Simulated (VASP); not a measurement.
Band structure of GaN (relaxed from the WC structure, space group P-6m2). These are r2SCAN meta-GGA, VASP's PBE PAW potentials (set 64) (plane waves; VASP 6.6.1) values and carry that method's errors.

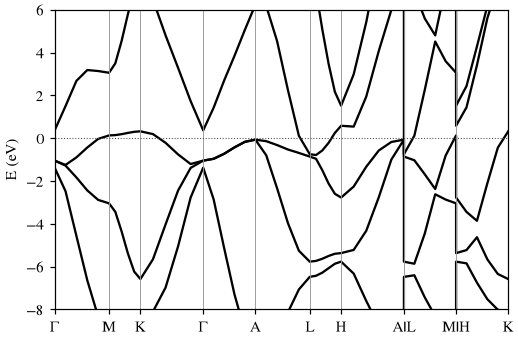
Figure. Bands along high-symmetry lines, zero at the valence-band maximum or, without a gap, the Fermi level

Q: Read the plot: is there a gap, and where are the band edges?

A: It has no gap at this level: it comes out as a metal or semimetal.

The structure was generated: GaN was put into the WC type (P-6m2), which need not be its known phase. It was relaxed first, which changed the volume by +8 %.
